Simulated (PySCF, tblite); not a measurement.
# C6H3ClFO radical: geometry, infrared bands and EPR parameters

Aim: predict the infrared bands and EPR parameters of C6H3ClFO radical (`Oc1c(F)c[c]cc1Cl`).

Computed with tblite 0.8.0 and PySCF 2.14.0, with density-fitted response routines of our own, on a single molecule in the gas phase. Atoms count from 0, in the outputs and in this text.

## Step 1: Starting geometry

12 atoms, charge 0, multiplicity 2; geometry from: force field or distance geometry start.

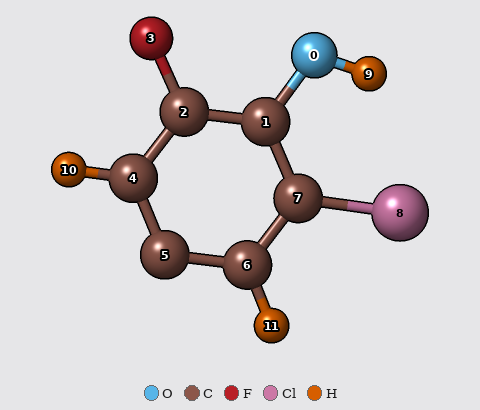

The starting geometry (oxygen blue, carbon brown, fluorine red, chlorine pink, hydrogen orange), atoms numbered.

## Step 2: Optimising the geometry with GFN2-xTB

What the job is given:

```
{"job": {"kind": "relax", "xc": "GFN2-xTB", "basis": "xTB"}, "charge": 0, "multiplicity": 2}
O      2.157000     0.660100     0.081300
C      0.825700     0.303100    -0.000300
C     -0.065500     1.159700    -0.596900
F      0.339100     2.340700    -1.115800
C     -1.423700     0.828800    -0.687300
C     -1.876900    -0.381100    -0.176600
C     -0.974500    -1.252200     0.435500
C      0.381200    -0.909400     0.534200
Cl     1.477400    -2.008800     1.292000
H      2.625400    -0.054800     0.539800
H     -2.119300     1.512500    -1.174300
H     -1.344800    -2.199200     0.842300
```

Launch:

```
$ OMP_NUM_THREADS=1 python probes_run.py task.json out
```

One launch serves the whole session: the jobs run in the order shown.

The log of the run:

```text
step      E/eV     max force
  0    -751.34766    2.487
  1    -751.47370    0.806
  2    -751.49464    0.284
  3    -751.50036    0.167
  4    -751.50245    0.100
  5    -751.50319    0.083
  6    -751.50362    0.083
  7    -751.50403    0.079
  8    -751.50435    0.049
  9    -751.50453    0.040
 10    -751.50461    0.022
 11    -751.50467    0.025
 12    -751.50472    0.016
 13    -751.50474    0.009
```

It took 0.08 s on 1 thread of Arm Neoverse V2, shared host.

The steps of the relaxation:

| step | energy from step 0 (eV) | largest force (eV/Å) |
| --- | --- | --- |
| 0 | 0.0000 | 2.4867 |
| 1 | -0.1260 | 0.8062 |
| 2 | -0.1470 | 0.2843 |
| 3 | -0.1527 | 0.1672 |
| 4 | -0.1548 | 0.0997 |
| 5 | -0.1555 | 0.0833 |
| 6 | -0.1560 | 0.0825 |
| 7 | -0.1564 | 0.0787 |
| 8 | -0.1567 | 0.0490 |
| 9 | -0.1569 | 0.0398 |
| 10 | -0.1569 | 0.0216 |
| 11 | -0.1570 | 0.0247 |
| 12 | -0.1571 | 0.0159 |
| 13 | -0.1571 | 0.0089 |

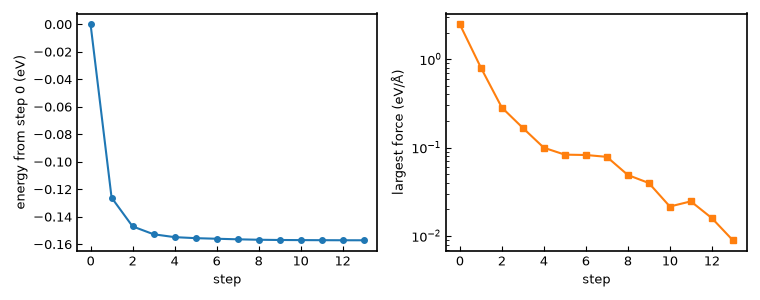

Energy and force, step by step.

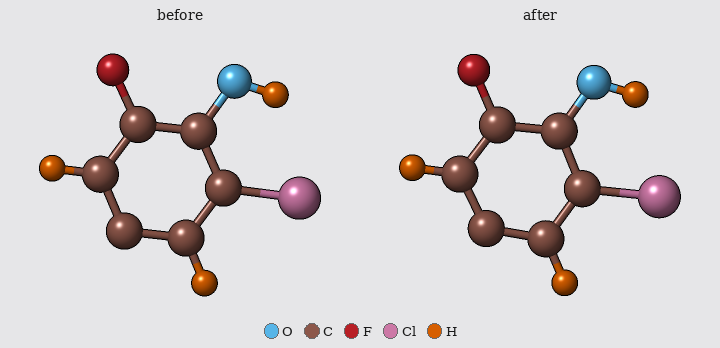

The geometry before (left) and after (right).

Distances of close pairs at the start and the end, largest changes first:

```csv
bond,before (Å),after (Å),change (Å)
C5–C6,1.396,1.361,-0.035
O0–C1,1.381,1.346,-0.034
C4–C5,1.389,1.362,-0.027
C1–C2,1.373,1.398,+0.026
C6–H11,1.095,1.077,-0.018
C7–Cl8,1.728,1.742,+0.014
C4–H10,1.090,1.077,-0.013
C2–C4,1.401,1.390,-0.011
```

The end geometry stands in the next job.

## Step 3: Harmonic vibrations with GFN2-xTB

What the job is given:

```
{"job": {"kind": "ir", "xc": "GFN2-xTB", "basis": "xTB"}, "charge": 0, "multiplicity": 2}
O      2.130301     0.649664     0.083747
C      0.833416     0.296085     0.009567
C     -0.085137     1.155545    -0.600502
F      0.346578     2.323033    -1.104177
C     -1.433157     0.832463    -0.697926
C     -1.813093    -0.364211    -0.169771
C     -0.992627    -1.262854     0.440039
C      0.352436    -0.910894     0.523643
Cl     1.492398    -1.985889     1.284690
H      2.624302    -0.052795     0.535735
H     -2.113595     1.518715    -1.174136
H     -1.340624    -2.199549     0.843063
```

The log of the run:

```text
mode    cm-1     km/mol
  1     117.5      0.12
  2     194.7      0.18
  3     222.2      4.69
  4     272.4      2.46
  5     292.2      0.62
  6     362.7      2.17
  7     442.3      6.30
  8     455.2     41.14
  9     471.9     25.39
 10     482.3     60.10
 11     530.9     11.11
 12     618.2      1.61
 13     634.1      1.77
 14     785.7     41.46
 15     811.8     35.47
 16     843.4      1.23
 17     847.0     44.70
 18    1072.1     20.14
 19    1111.0     53.90
 20    1160.9     66.69
 21    1196.1    159.35
 22    1261.4     34.99
 23    1290.3     99.63
 24    1396.2     71.38
 25    1449.4    148.49
 26    1522.6     50.78
 27    1590.7     47.88
 28    3104.2      3.08
 29    3111.1      0.14
 30    3404.5     30.44
```

Run time: 0.31 s. Hardware: 1 thread of Arm Neoverse V2, shared host.

Which atoms move in the most intense modes:

| cm⁻¹ | km/mol | atoms |
| --- | --- | --- |
| 482 | 60.1 | C2 35 %, H9 27 %, C7 24 % |
| 1111 | 53.9 | H10 29 %, H9 19 %, C7 17 %, C1 11 % |
| 1161 | 66.7 | H11 28 %, C2 25 % |
| 1196 | 159.3 | H9 45 %, H11 13 %, H10 12 %, C2 12 % |
| 1290 | 99.6 | C2 31 %, C6 21 % |
| 1396 | 71.4 | C1 32 %, C5 16 %, C7 12 % |
| 1449 | 148.5 | C2 27 %, C1 19 %, C4 18 %, C6 13 % |
| 1523 | 50.8 | C1 27 %, C2 25 %, C7 24 %, C4 11 % |

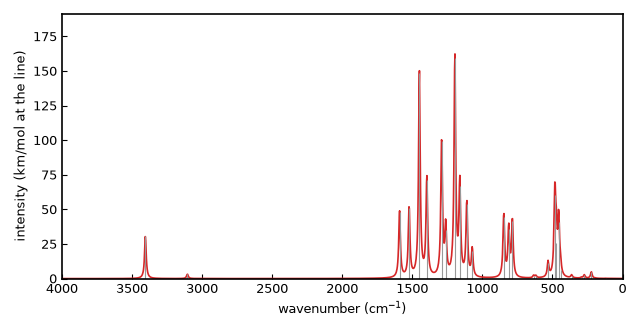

The infrared spectrum from these modes, unscaled. Lines are broadened to a width of 14 cm⁻¹ (Lorentzian).

## Step 4: EPR parameters: B3LYP/pcH-1

Settings changed since step 3:

```diff
@@ -1,2 +1,2 @@
-{"job": {"kind": "ir", "xc": "GFN2-xTB", "basis": "xTB"}, "charge": 0, "multiplicity": 2}
+{"job": {"kind": "epr", "basis": "pcH-1"}, "charge": 0, "multiplicity": 2}
 O      2.130301     0.649664     0.083747
```

Level: UKS B3LYP, pcH-1 on C Cl F H O, non-relativistic, mean-field spin-orbit, GIAO.

The log of the run:

```text
UKS, coarse grid
  cycle   1  E = -865.52183699  |g| = 5.68e-01
  cycle   2  E = -865.33385733  |g| = 9.23e-01
  cycle   3  E = -865.62878670  |g| = 1.01e-01
  cycle   4  E = -865.63246091  |g| = 4.90e-02
  cycle   5  E = -865.63346172  |g| = 1.90e-02
  cycle   6  E = -865.63364105  |g| = 6.04e-03
  cycle   7  E = -865.63366715  |g| = 2.88e-03
  cycle   8  E = -865.63367478  |g| = 1.14e-03
  cycle   9  E = -865.63367931  |g| = 7.41e-04
UKS, final grid
  cycle   1  E = -865.63369775  |g| = 1.00e-03
  cycle   2  E = -865.63369698  |g| = 1.72e-03
  cycle   3  E = -865.63369861  |g| = 2.45e-04
  cycle   4  E = -865.63369870  |g| = 1.73e-04
  cycle   5  E = -865.63369882  |g| = 6.76e-05
  cycle   6  E = -865.63369882  |g| = 1.47e-05
E = -865.63369882 Eh   <S^2> = 0.7577 (exact 0.7500)
g shifts (ppm)      1          2          3
  rmc          -171       -171       -171
  gc             31         12        -24
  oz_so        -401        309       1250
  total        -541        151       1055
hyperfine (MHz)  atom isotope    a_iso     a_fc   dipolar eigenvalues
    0   17O       1.06       1.06     -1.80     -1.36      3.17
    1   13C      -6.75      -6.75     -6.60      2.31      4.29
    2   13C      83.90      83.90     -5.42     -0.18      5.60
    3   19F      27.71      27.52    -28.02     -8.63     36.65
    4   13C      18.42      18.43    -13.30     -1.47     14.77
    5   13C     430.63     430.77    -79.12    -61.29    140.41
    6   13C      19.65      19.67    -13.64     -1.27     14.91
    7   13C      93.75      93.74     -5.04      0.01      5.03
    8  35Cl       3.30       3.22     -3.87     -2.28      6.15
    9    1H       0.38       0.38     -1.28     -0.58      1.86
   10    1H      63.01      63.02     -6.68     -5.58     12.27
   11    1H      60.61      60.61     -6.70     -5.56     12.26
```

It took 71 s on 1 thread of Arm Neoverse V2, shared host; peak memory 0.97 GiB.

Principal g values 2.00178, 2.00247, 2.00337; g(iso) = 2.00254, against 2.00232 for a free electron.

Hyperfine couplings, nucleus by nucleus at this fixed geometry (no averaging over rotations):

```csv
nuclei,isotope,a(iso) (MHz),"a(iso) (G, at g = 2.0023)",largest dipolar term (MHz)
C5,13C,430.6,153.7,140.4
C7,13C,93.8,33.5,-5.0
C2,13C,83.9,29.9,5.6
H10,1H,63.0,22.5,12.3
H11,1H,60.6,21.6,12.3
F3,19F,27.7,9.9,36.6
C6,13C,19.7,7.0,14.9
C4,13C,18.4,6.6,14.8
C1,13C,-6.7,-2.4,-6.6
Cl8,35Cl,3.3,1.2,6.1
O0,17O,1.1,0.4,3.2
H9,1H,0.4,0.1,1.9
```

Mulliken spin populations:

| atom | value (e) |
| --- | --- |
| O0 | -0.01 |
| C1 | -0.03 |
| C2 | 0.06 |
| F3 | 0.01 |
| C4 | -0.08 |
| C5 | 1.01 |
| C6 | -0.08 |
| C7 | 0.06 |
| Cl8 | 0.02 |
| H9 | 0.00 |
| H10 | 0.02 |
| H11 | 0.02 |

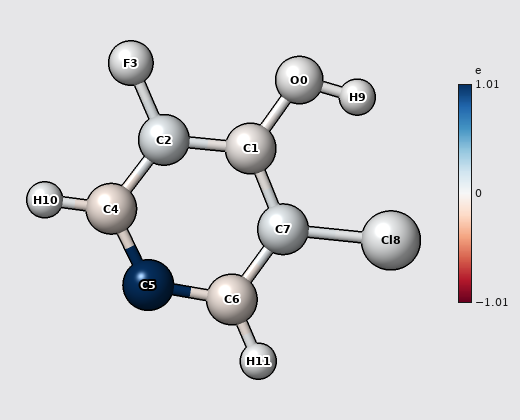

Mulliken spin populations, as colours on the atoms.

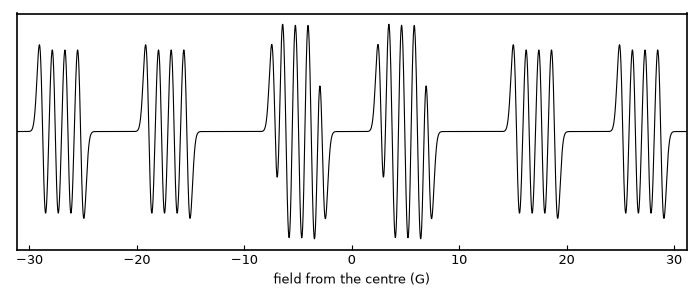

First-order isotropic spectrum (first derivative, main isotopes with spin only, couplings over 0.8 MHz, Gaussian width 0.3 G; couplings of the frozen geometry, rotation of groups not averaged beyond the rows shown).

The fields below are evaluated on a grid from the run's orbitals.

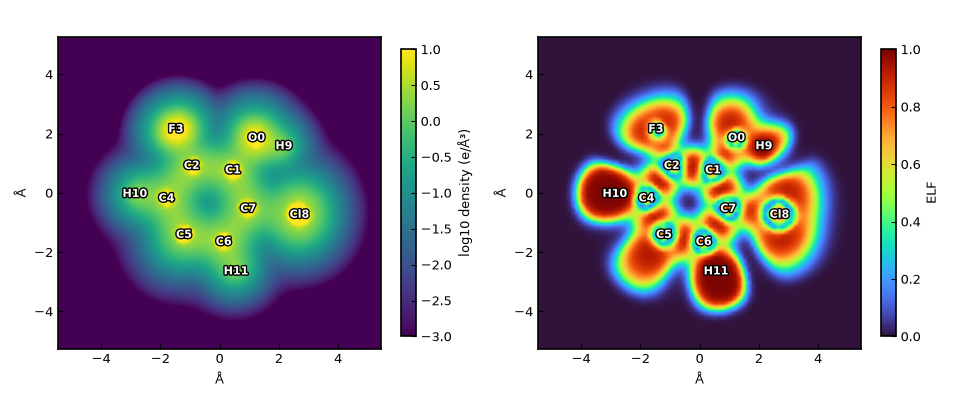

Density (left) and ELF (right) in a plane through or near 12 of the atoms.

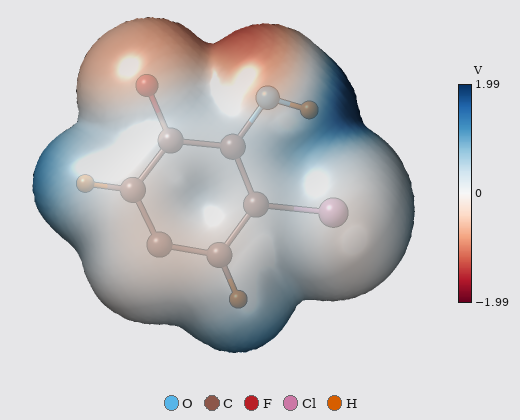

Electrostatic potential on the surface of density 0.002 e/bohr³; red is low, blue high. It runs from -1.13 V near O0 to 1.99 V near H9.

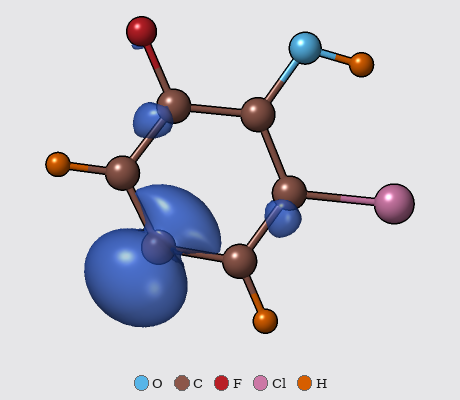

Spin density at ±0.05 e/Å³ (alpha excess blue, beta excess red).

## Step 5: Results

```
                                                                  quantity                  value
                                 strongest single infrared mode (GFN2-xTB)  1196 cm⁻¹, 159 km/mol
                                              zero-point energy (GFN2-xTB)          44.4 kcal/mol
                                                            g(iso) (B3LYP)                2.00254
                                                                      ⟨S²⟩     0.758 (exact 0.75)
                                                            largest a(iso)   13C on C5, 430.6 MHz
potential on the surface of density 0.002 e/bohr³, 1st and 99th percentile     -1.13 V and 1.99 V
```

**Reading.** The optimisation took 13 steps and gained 0.157 eV; among the close pairs (by a distance rule), C5–C6 changed most, from 1.396 to 1.361 Å. No mode is imaginary among the 30: a minimum at this level. The strongest single mode, at 1196 cm⁻¹, has its largest shares on H9, H11, H10 and C2 (the list is cut at 4 atoms). GFN2-xTB is a fitted tight-binding method: band positions and strengths are rough. Its intensities can rank the bands wrongly. C5 carries the largest spin population, 1.01 e. The isotropic g lies 0.2 ppt above the free-electron value. These values are for one conformer; the search (at its own cheap level) found 1 more, at 0.12 kcal/mol, and measured spectra average over such forms.
